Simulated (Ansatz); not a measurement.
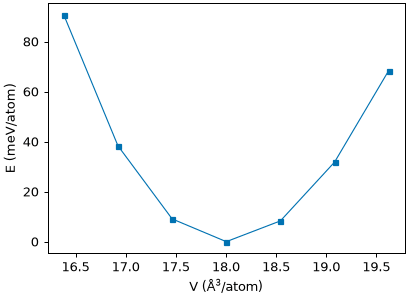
Fig. 1. Nb (bcc (W type), Im-3m) under volume change, the program Ansatz at the r²SCAN level (PAW), shape and atoms relaxed at each volume.

### Question
What does a third-order Birch–Murnaghan fit give for V₀, B₀ and B′?

### Answer
V₀ = 18.00 Å³/atom, B₀ = 172 GPa, B′ = 3.7.

Symmetry was held in the r²SCAN relaxation. No spin polarisation was allowed.

Potentials: the later of the program's two PAW sets.
